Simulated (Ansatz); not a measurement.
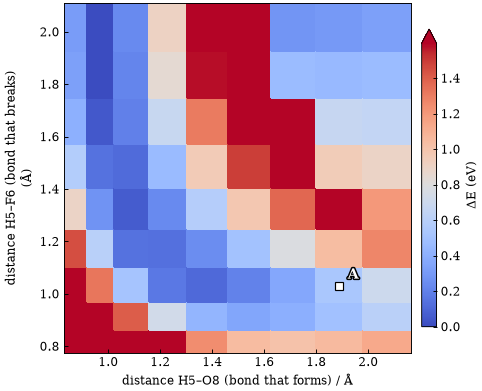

The reacting system BClFH5O (fragments BClH₂ + FH + H₂O where the first distance is long, BFH₂ + ClH + H₂O where the second is long). The first coordinate is: distance H5–O8 (bond that forms); the second: distance H5–F6 (bond that breaks). Relaxed at each point: all other coordinates. The scan uses a 9 × 9 grid. Points are written as (first, second). All energies are given in eV relative to the lowest grid point. Energies and slopes of some neighbouring points disagree (a jump in structure or state, or too coarse a mesh). The reference is spin-restricted, so regions where a bond is pulled apart into radicals lie too high. Computed with RKS B3LYP-D4/def2-SVP in Ansatz.

Drawn: one coloured cell a grid point, one colour for all values above the top of the scale, the point A.

Q: Which way does the force act at A, and how strong is it?

A: A, at (1.889 Å, 1.031 Å), is not a stationary point. The computed force is 0.95 eV for each Å towards smaller values of the first coordinate and 2.5 eV for each Å towards smaller values of the second coordinate.
